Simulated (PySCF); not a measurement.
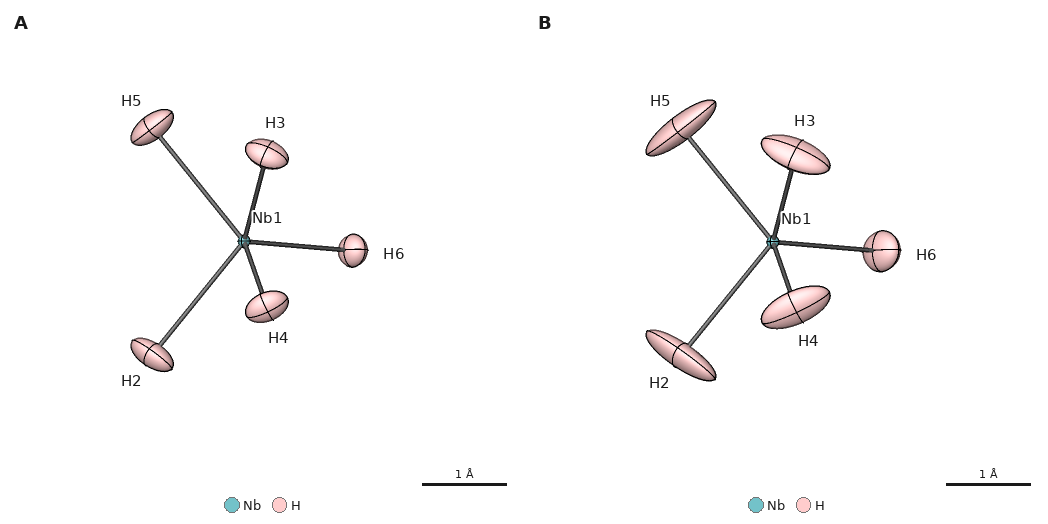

Displacement ellipsoids at the 50 % level, from the internal vibrations of the free molecule (harmonic, no overall translation or rotation; no half-axis is drawn under 0.075 Å). The species is neutral and a spin singlet. Vibrations computed with RKS-based PBE0, Nb def2-TZVP with ECP28, H def2-TZVP; scalar-relativistic core potentials; density fitting (PySCF 2.14.0). One panel is for 100 K, the other for 600 K.

**Which panel is for 600 K?**

B.

**How much does the mean-square displacement of H2 grow, and why?**

U_eq goes from 0.0211 to 0.0497 Å², a factor of 2.4. Modes below kT (417 cm⁻¹ at 600 K) grow about in proportion to T, and the lowest lies at 255 cm⁻¹; the mean-square amplitude of a mode is its zero-point value times coth(ħω/2kT), which comes close to 1 only above about 3kT.

The search tried a few shapes and spins; others may lie lower.
